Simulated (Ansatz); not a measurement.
Zn (hcp, Mg type)

```
CELL_PARAMETERS angstrom
      2.62220     0.00000     0.00000
     -1.31110     2.27089     0.00000
      0.00000     0.00000     5.19319
ATOMIC_POSITIONS crystal
  Zn 0.33333 0.66667 0.75000
  Zn 0.66667 0.33333 0.25000
```

Equation-of-state scan: isotropic scaling of the cell above, V₀ being its volume. Symmetry pins the atoms to their sites.

The numbers are results of PBE (plane waves to 420 eV, PAW, scalar-relativistic; Ansatz, a first-principles code), not measurements. k mesh 20×20×9 (Γ-centred), Fermi-Dirac smearing 0.05 eV. The energy includes the smearing's −TS. With the shape held, the modulus is that of even scaling; a crystal free to change shape is softer. The PAW data are Ansatz's earlier set. Zn was relaxed with its symmetry unable to fall. The zero of ΔE is the relaxed starting cell.

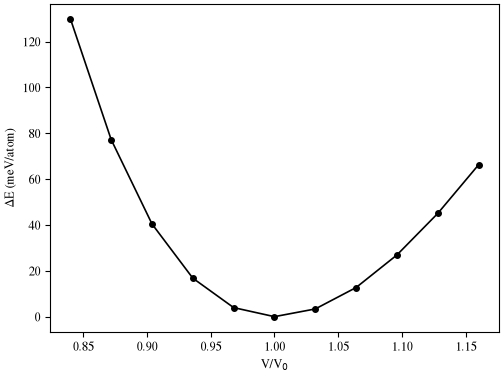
*ΔE (meV/atom) against V/V₀; computed points joined by lines.*

What is ΔE at V/V₀ = 0.840?

About 130 meV/atom.

What is ΔE at V/V₀ = 1.160?

About 66 meV/atom.

What bulk modulus at fixed cell shape B₀ follows from a third-order Birch-Murnaghan fit?

About 73 GPa.

(A scan under strain: stresses follow from slopes of the energy per volume, elastic moduli from its curvatures.)
